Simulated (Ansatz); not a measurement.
**CH₉BClNSi₂ (SMILES BN([SiH2]C)[SiH2]Cl): density, localisation and related maps**

```yaml
atoms:
  - { symbol: B, position_ang: [-1.2860, -1.4230, 0.0276] }
  - { symbol: N, position_ang: [-0.5052, -0.3568, 0.5217] }
  - { symbol: Si, position_ang: [1.1952, -0.2668, 0.0458] }
  - { symbol: C, position_ang: [1.3595, 0.2801, -1.7221] }
  - { symbol: Si, position_ang: [-1.2088, 0.8784, 1.5114] }
  - { symbol: Cl, position_ang: [-1.1192, 2.6837, 0.5237] }
  - { symbol: H, position_ang: [-2.4540, -1.4902, 0.2862] }
  - { symbol: H, position_ang: [-0.7647, -2.2632, -0.6543] }
  - { symbol: H, position_ang: [1.8072, -1.6021, 0.2581] }
  - { symbol: H, position_ang: [1.8324, 0.7161, 0.9636] }
  - { symbol: H, position_ang: [0.9047, 1.2636, -1.8602] }
  - { symbol: H, position_ang: [2.4121, 0.3431, -2.0096] }
  - { symbol: H, position_ang: [0.8647, -0.4270, -2.3921] }
  - { symbol: H, position_ang: [-0.4335, 1.0548, 2.7587] }
  - { symbol: H, position_ang: [-2.6262, 0.5587, 1.7709] }
```

Geometry: PBE0-D4/def2-TZVP.

Computed with Ansatz, RKS PBE0-D4/def2-TZVPP.

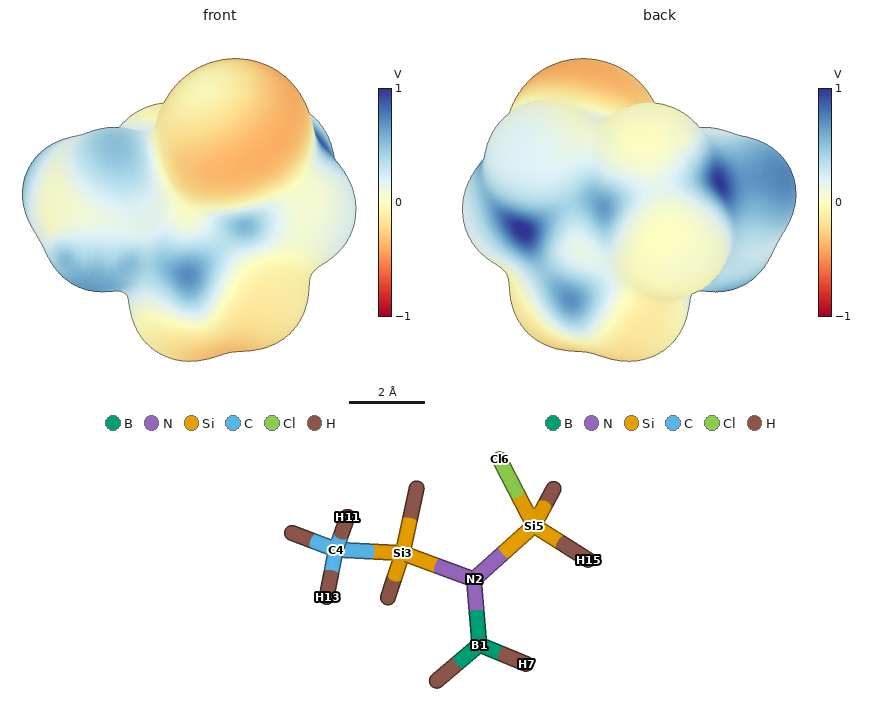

Figure 1. The electrostatic potential painted on the density surface at 0.001 e/bohr³, seen from the front and from behind; red is negative and blue positive. The bare structure is drawn below in the same view.

Q: Which sites attract a positive test charge, and which a negative one?

A: A positive charge is drawn to the negative regions and a negative charge to the positive ones. The most negative region (about −0.4 V) lies over Cl6, the most positive (about +0.9 V) over Si3 and Si5.

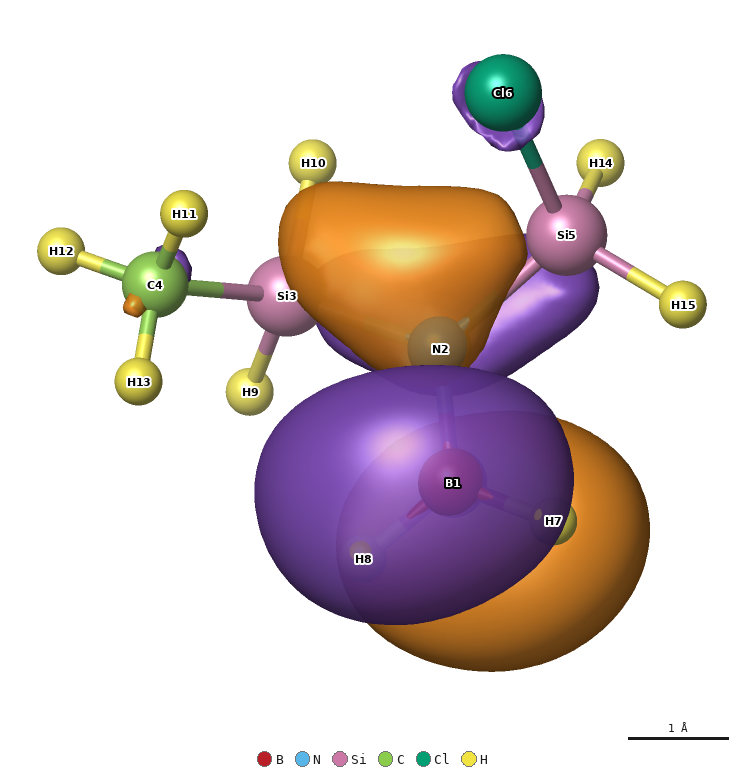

Figure 2. The LUMO at ±0.08 Å⁻³ᐟ² (orange and purple are the two phases), seen across its widest extent.

Q: What is the character of this orbital?

A: It lies mainly on B1 (about 55 %), N2 (about 10 %), H8 (about 10 %) and H7 (about 10 %). Its energy is −0.74 eV.

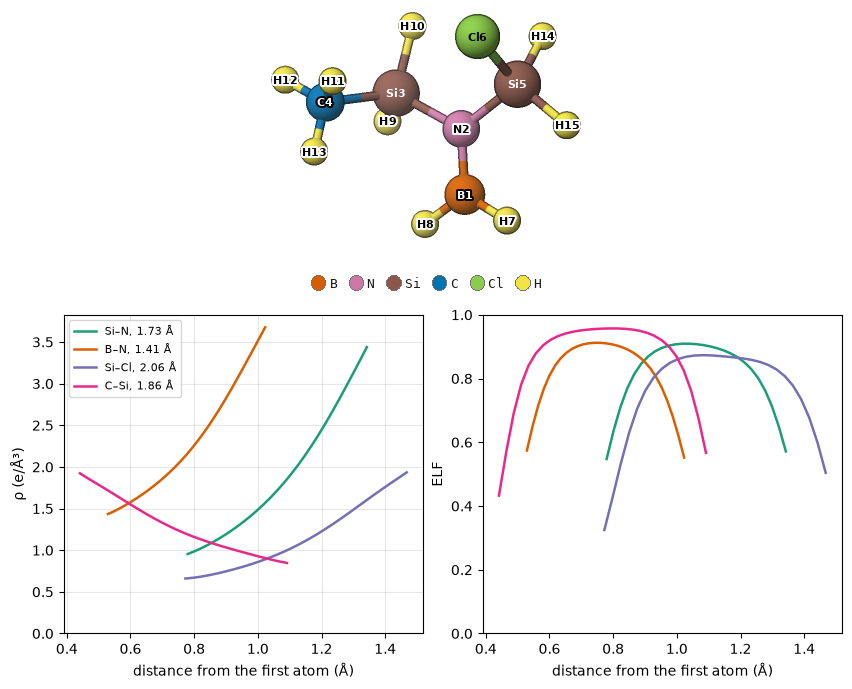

Figure 3. Total electron density and electron localisation function along straight lines between neighbouring atoms. The curves leave out the atomic cores. The structure is drawn too.

Q: What kind of bonding do the profiles show?

A: Si–N (1.73 Å): ρ is about 1.1 e/Å³ halfway; the ELF peaks at about 0.90 between the atoms: a polar covalent bond.
B–N (1.41 Å): ρ is about 1.9 e/Å³ halfway; the ELF peaks at about 0.90 between the atoms; a short, strongly polar bond.
Si–Cl (2.06 Å): the density is about 0.9 e/Å³ at the midpoint; the ELF peaks at about 0.85 between the atoms, as expected for a shared but strongly polarised pair.
C–Si (1.86 Å): ρ is about 1 e/Å³ halfway; the ELF peaks at about 0.95 between the atoms: a shared electron pair.
